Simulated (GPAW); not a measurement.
**A workflow on [CuH2]− (SMILES [H][Cu-][H])**

Wanted: a structure relaxation (PBE-D3(0)/dzp), then vibrational wavenumbers (PBE-D3(0)/dzp), then the vertical excitations (TD-PBE/dzp) of [CuH2]−. 

The calculation is run with GPAW 26.7.0.

2 further runs of the same task are left out: 1 that didn't finish, 1 set aside as unsound or not needed.

**1. The system as given**

[CuH2]− has 3 atoms, charge -1, and is taken as a singlet. SMILES: `[H][Cu-][H]`. The shape comes from GFN2-xTB, which is rough for such elements, and wasn't checked as a minimum. The run starts from this shape.

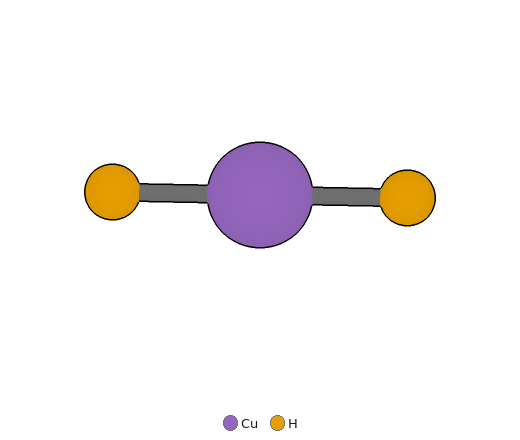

Viewed from a chosen angle; copper purple, hydrogen amber.

**2. A structure relaxation at PBE-D3(0)/dzp (scalar-relativistic datasets) (run 1)**

Input file cuh2.xyz:

```xyz
3

Cu     0.000160     0.000090     0.000010
H     -0.017570    -0.021680     1.552660
H      0.017410     0.021590    -1.552670
```

Input file cuh2.py:

```python
from ase.calculators.mixing import SumCalculator
from ase.io import read, write
from ase.optimize import FIRE2
from dftd3.ase import DFTD3
from gpaw import GPAW

atoms = read('cuh2.xyz')
atoms.center(vacuum=5.5)

calc = GPAW(mode='lcao',
            symmetry='off',
            basis='dzp',
            maxiter=150,
            h=0.22,
            charge=-1,
            occupations={'name': 'fermi-dirac', 'width': 0.02},
            xc='PBE',
            txt='-')
atoms.calc = SumCalculator([DFTD3(method='PBE', damping='d3zero'), calc])

opt = FIRE2(atoms, trajectory='cuh2.traj')
converged = opt.run(fmax=0.05, steps=100)
print('Converged:', converged)
print(f'Final energy: {atoms.get_potential_energy():.5f} eV')
print(f'r(H1-Cu0) = {atoms.get_distance(1, 0):.4f} Ang')
print(f'r(H2-Cu0) = {atoms.get_distance(2, 0):.4f} Ang')
write('relaxed.xyz', atoms)
```

The run is started by

```sh
$ OMP_NUM_THREADS=1 python cuh2.py
```

What it wrote:

```text
[...]
Number of symmetries: 1
[...]
  Number of IBZ points: 1
[...]
basis functions: 25
Spin-components: 1 (collinear spins)
Bands:           11
[...]
  Valence electrons: 13.0
[...]
  Grid points: [52 52 64]
  Charge: -1.0  # |e|
[...]
    cutoffs:
[...]
occupation numbers:
  Fermi-Dirac:
[...]
xc functional:
  name: PBE with 2 nearest neighbor stencil
[...]
|iter     |     time |      energy | eigst |  dens |
[...]
|iter:   1| 00:00:06 |   -9.466272 |      c|       |
[...]
Converged in 9 steps
[...]
dipole moment: (-5.517558, -5.521673, -7.052662)  # |e|*Ang
Fermi level: 7.277
[...]
Converged in 2 steps
[...]
Converged in 4 steps
[...]
|iter:   4| 00:00:17 |   -7.929469c|      c| -4.17c|
Converged in 4 steps
[...]
Energy contributions relative to reference atoms: (reference = -45046.432166)
Energy contributions:
  Kinetic:          -3.482999
  Coulomb:           5.889655
  Zero:              0.008886
  External:          0.000000
  Xc:              -10.345011
  Entropy:          -0.000000
  Spinorbit:         0.000000
  ----------------------------
  Free energy:      -7.929469
  Extrapolated:     -7.929469
dipole moment: (-5.517565, -5.521677, -7.052671)  # |e|*Ang
Fermi level: 7.277
Eigenvalues  # (at kpt = [0.000, 0.000, 0.000])
| band index |      eig [eV] | occ [0-2] |
|------------|---------------|-----------|
|          0 |        -1.245 |     2.000 |
|          1 |         0.954 |     2.000 |
|          2 |         1.928 |     2.000 |
|          3 |         2.027 |     2.000 |
|          4 |         2.027 |     2.000 |
|          5 |         2.225 |     2.000 |
|          6 |         2.225 |     2.000 |
|          7 |         7.756 |     0.000 |
|          8 |        11.275 |     0.000 |
|          9 |        14.133 |     0.000 |
|         10 |        14.133 |     0.000 |
Gap: 5.530 eV
Transition (v -> c):
[...]
Forces  # eV/Ang
|        x |        y |        z |
|----------|----------|----------|
| -0.00063 | -0.00035 |  0.00003 |  # Cu   0
| -0.01493 | -0.01184 |  0.04090 |  # H    1
|  0.01560 |  0.01221 | -0.04097 |  # H    2
Force computation time: 0.077  # s
FIRE2:    3 hh:mm:ss       -7.931898        0.046017
Converged: True
Final energy: -7.93190 eV
r(H1-Cu0) = 1.5588 Ang
r(H2-Cu0) = 1.5588 Ang
```

Run time: 18 s. Hardware: 1 thread of Intel Xeon at 2.70GHz, shared host; peak memory 0.51 GiB.

Steps, from the record of the run:

| step | energy from the first frame kept (eV) | largest force (eV/Å) |
| --- | --- | --- |
| 0 | 0.0000 | 0.1089 |
| 1 | -0.0002 | 0.0974 |
| 2 | -0.0005 | 0.0757 |
| 3 | -0.0009 | 0.0460 |

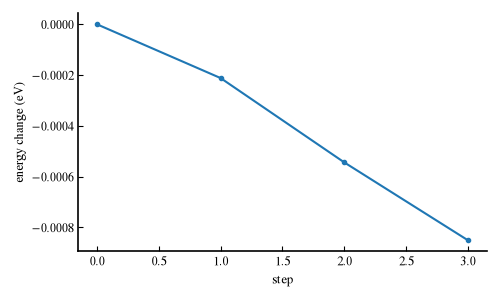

Energy along the run.

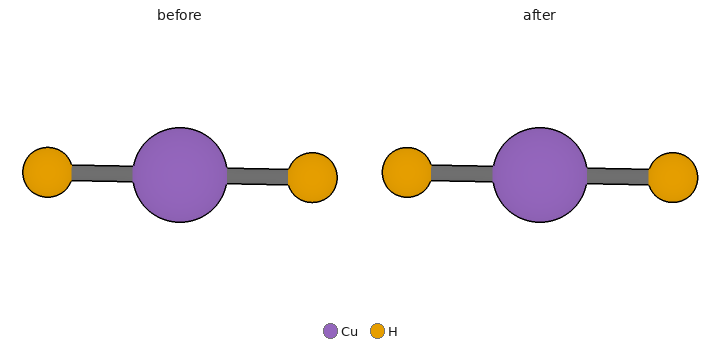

Before and after, at one scale.

After the run. Bond lengths: Cu1–H2 1.559 Å, Cu1–H3 1.559 Å. Angles: H2–Cu1–H3 180.0°.

**3. The harmonic vibrations at PBE-D3(0)/dzp (scalar-relativistic datasets, shape linear) (run 2)**

Input file relaxed.xyz:

```xyz
3
Lattice="11.03498 0.0 0.0 0.0 11.04327 0.0 0.0 0.0 14.10533" Properties=species:S:1:pos:R:3:forces:R:3 energy=-7.931897656761911 pbc="F F F"
Cu       5.51767475       5.52173893       7.05266978      -0.00062662      -0.00035362       0.00003459
H        5.49913852       5.49922515       8.61118082      -0.01493285      -0.01184427       0.04146210
H        5.53590009       5.54407767       5.49415847       0.01560526       0.01221923      -0.04152946
```

Input file vib.py:

```python
from ase.calculators.mixing import SumCalculator
from ase.io import read
from ase.thermochemistry import IdealGasThermo
from ase.vibrations import Vibrations
from dftd3.ase import DFTD3
from gpaw import GPAW

# Set up the molecule
atoms = read('relaxed.xyz')

# DFT calculator
calc = GPAW(mode='lcao',
            xc='PBE',
            h=0.22,
            charge=-1,
            maxiter=150,
            convergence={'density': 1e-05},
            basis='dzp',
            symmetry='off',
            occupations={'name': 'fermi-dirac', 'width': 0.02},
            txt='CuH2.txt')
atoms.calc = SumCalculator([DFTD3(method='PBE', damping='d3zero'), calc])

energy = atoms.get_potential_energy()
vib = Vibrations(atoms, delta=0.01)
vib.run()
vib.summary()
freqs = vib.get_frequencies()
zpe = vib.get_zero_point_energy()

thermo = IdealGasThermo(vib_energies=vib.get_energies(), potentialenergy=energy, atoms=atoms, geometry='linear',
                        symmetrynumber=2, spin=0.0, ignore_imag_modes=True)
H = thermo.get_enthalpy(400.0, verbose=False)
S = thermo.get_entropy(400.0, 1000.0, verbose=False)
G = thermo.get_gibbs_energy(temperature=400.0, pressure=1000.0)
```

The run is started by

```sh
$ python3 -u vib.py | tee vib.out
```

What it wrote:

```text
---------------------
  #    meV     cm^-1
---------------------
  0    4.0i     32.0i
  1    6.9      55.5
  2    9.2      74.1
  3   22.6     182.4
  4   43.0     347.0
  5   95.8     772.3
  6  102.4     826.3
  7  200.0    1612.8
  8  217.0    1749.9
---------------------
Zero-point energy: 0.348 eV
Enthalpy components at T = 400.00 K:
===============================
Enthalpy components at T = 400.00 K:
===============================
E_pot                 -7.932 eV
E_ZPE                  0.308 eV
Cv_trans (0->T)        0.052 eV
Cv_rot (0->T)          0.034 eV
Cv_vib (0->T)          0.013 eV
-------------------------------
U                     -7.525 eV
===============================
(C_v -> C_p)           0.034 eV
-------------------------------
H                     -7.491 eV
===============================

Entropy components at T = 400.00 K and P = 1000.0 Pa:
=================================================
{"":15s}{"S":13s}     {"T*S:13s}
S_trans (1 bar)    0.0017322 eV/K        0.693 eV
S_rot              0.0004049 eV/K        0.162 eV
S_elec             0.0000000 eV/K        0.000 eV
S_vib              0.0000427 eV/K        0.017 eV
S (1 bar -> P)     0.0003968 eV/K        0.159 eV
-------------------------------------------------
S                  0.0025766 eV/K        1.031 eV
=================================================

Free energy components at T = 400.00 K and P = 1000.0 Pa:
=======================
    H         -7.491 eV
 -T*S         -1.031 eV
-----------------------
    G         -8.521 eV
=======================
```

CuH2.txt, shortened:

```text
[...]
Converged in 7 steps
[...]
dipole moment: (-5.517601, -5.521724, -7.045615)  # |e|*Ang
[...]
Converged in 8 steps
[...]
dipole moment: (-5.517524, -5.521629, -7.059721)  # |e|*Ang
Fermi level: 7.251
Eigenvalues  # (at kpt = [0.000, 0.000, 0.000])
| band index |      eig [eV] | occ [0-2] |
|------------|---------------|-----------|
|          0 |        -1.259 |     2.000 |
|          1 |         0.957 |     2.000 |
|          2 |         1.930 |     2.000 |
[... 7 lines of this table left out ...]
|         10 |        14.134 |     0.000 |
Gap: 5.558 eV
Transition (v -> c):
[...]
Forces  # eV/Ang
|        x |        y |        z |
|----------|----------|----------|
| -0.00148 | -0.00138 |  0.09394 |  # Cu   0
| -0.01516 | -0.01214 |  0.05098 |  # H    1
|  0.01269 |  0.01288 | -0.14009 |  # H    2
Force computation time: 0.076  # s
timing:  # [seconds]
  Total:  106.161  # ━━━━━━━━━━━━━━━━━━━━━━━━━━━━━━━━━━━━━━━━━━━━━━━━━━━━━━━━
  Init:     5.885  # ━━━
  SCF:     84.916  # ━━━━━━━━━━━━━━━━━━━━━━━━━━━━━━━━━━━━━━━━━━━━━
  Forces:   1.583  # ━
  Move:    13.353  # ━━━━━━━
```

Run time: 1.8 min. Hardware: 1 thread of Intel Xeon at 2.70GHz, shared host; peak memory 0.53 GiB.

**4. The excited states at TD-PBE/dzp (scalar-relativistic datasets, restrict set) (run 3)**

relaxed.xyz is that of step 3.

Input file run.py:

```python
from ase.io import read
from ase.units import Hartree
from gpaw import GPAW
from gpaw.lrtddft import LrTDDFT

atoms = read('relaxed.xyz')

calculator = GPAW(mode='lcao',
                  nbands='nao',
                  xc='PBE',
                  charge=-1,
                  symmetry='off',
                  h=0.22,
                  basis='dzp',
                  legacy_gpaw=True,
                  maxiter=150,
                  txt='-')
atoms.calc = calculator
atoms.get_potential_energy()

lr = LrTDDFT(calculator, nspins=2, restrict={'jend': 12, 'istart': 4}, txt='lr.txt')
lr, triplets = lr.singlets_triplets()
triplets.diagonalize()
lr.diagonalize()
energies = [x.get_energy() * Hartree for x in lr][:4]
strengths = [x.get_oscillator_strength()[0] for x in lr][:4]
for n, (e, f) in enumerate(zip(energies, strengths), 1):
    print(f'{n:3d} {e:8.3f} eV  f = {f:.4f}')
e_triplets = [x.get_energy() * Hartree for x in triplets][:4]
print('Triplets (eV):', [round(e, 3) for e in e_triplets])
lr.analyse(range(4))
```

The run is started by

```sh
$ python run.py
```

What it wrote:

```text
___ ___ ___ _ _ _
 |   |   |_  | | | |
 | | | | | . | | | |
 |__ |  _|___|_____|  26.7.0
 |___|_|

units:  Angstrom and eV
cores:  1
OpenMP: False

Versions:
  Python: 3.12.14
  ASE:    3.29.0
  Numpy:  2.5.5
  Scipy:  1.18.1
  Libxc:  7.0.0

Input parameters:
  basis: dzp
  charge: -1
  h: 0.22
  maxiter: 150
  mode: lcao
  nbands: nao
  symmetry: off
  xc: PBE

System changes: positions, numbers, cell, pbc, initial_charges, initial_magmoms

Initialize ...

species:
  Cu:
    name:    Copper
    Z:       29.0
    valence: 11
    core:    18
    charge:  0.0  # [|e|]
    file:    Cu.PBE.gz
    compensation charges:
[... 59 lines left out ...]
Reference energy: -45046.432166  # eV
[... 3 lines left out ...]
Convergence criteria:
 Maximum [total energy] change in last 3 cyles: 0.0005 eV / valence electron
[... 4 lines left out ...]
 the SCF output indicates the quantity has converged.)
[... 9 lines left out ...]
       k-points in crystal coordinates                weights
[... 61 lines left out ...]
Bands to converge: occupied
[... 57 lines left out ...]
Converged after 10 iterations.
[... 1 line left out ...]
Dipole moment: (-5.517563, -5.521676, -7.052672) |e|*Ang
[... 11 lines left out ...]
Free energy:     -7.929465
[... 50 lines left out ...]
Unit cell:
           periodic     x           y           z      points  spacing
  1. axis:    no    11.034980    0.000000    0.000000    52     0.2122
  2. axis:    no     0.000000   11.043270    0.000000    52     0.2124
  3. axis:    no     0.000000    0.000000   14.105330    64     0.2204

  Lengths:  11.034980  11.043270  14.105330
  Angles:   90.000000  90.000000  90.000000

Effective grid spacing dv^(1/3) = 0.2150

iter:   1 hh:mm:ss    -7.929465        c      c
iter:   2 hh:mm:ss    -7.929465        c      c
iter:   3 hh:mm:ss    -7.929465c       c      c

Converged after 3 iterations.

Dipole moment: (-5.517563, -5.521676, -7.052672) |e|*Ang

Energy contributions relative to reference atoms: (reference = -45046.432166)

Kinetic:         -3.476072
Potential:       +5.884273
External:        +0.000000
XC:             -10.346020
Entropy (-ST):   +0.000000
Local:           +0.008355
SIC:             +0.000000
--------------------------
Free energy:     -7.929465
Extrapolated:    -7.929465

 Band  Eigenvalues  Occupancy
    0     -1.24496    2.00000
    1      0.95403    2.00000
    2      1.92918    2.00000
[... 21 lines of this table left out ...]
   24     56.35842    0.00000

Fermi level: 4.99104

Gap: 5.530 eV
Transition (v -> c):
  (s=0, k=0, n=6, [0.00, 0.00, 0.00]) -> (s=0, k=0, n=7, [0.00, 0.00, 0.00])
No difference between direct/indirect transitions
IndexError: list index out of range
```

Wall time 15 s (1 thread of Intel Xeon at 2.70GHz, shared host); peak memory 0.34 GiB.

The run ended with an error.

**5. Outcome**

| quantity | value |
| --- | --- |
| run 1, PBE-D3(0)/dzp: energy as printed (from the program's reference atoms) | -7.9319 eV |
| run 1, PBE-D3(0)/dzp: HOMO energy | 2.23 eV |
| run 1, PBE-D3(0)/dzp: LUMO energy | 7.76 eV |
| run 1, PBE-D3(0)/dzp: HOMO–LUMO gap (to an unbound level, set by the basis) | 5.53 eV |
| run 1, PBE-D3(0)/dzp: dispersion energy | -0.23 kJ/mol |
| run 2, PBE-D3(0)/dzp: lowest harmonic wavenumber | 772 cm⁻¹ |
| run 2, PBE-D3(0)/dzp: highest harmonic wavenumber | 1750 cm⁻¹ |
| run 2, PBE-D3(0)/dzp: zero-point energy | 29.7 kJ/mol |
| run 2, PBE-D3(0)/dzp: ideal-gas entropy at 400 K and 1000 Pa (symmetry number 2 as used) | 59.4 cal/(mol K) |
| run 3, TD-PBE/dzp | no result (crashed) |

In words: The optimisation (run 1, PBE-D3(0)/dzp) took 3 steps and changed the energy by -0.001 eV. The HOMO (run 1, PBE-D3(0)/dzp) lies at positive energy, 2.23 eV, as semi-local functionals often give for anions; only total energies tell whether the electron is bound. All 4 modes (run 2, PBE-D3(0)/dzp) are real, so the shape is a minimum at this level. 1 of the 3 runs did not end normally.
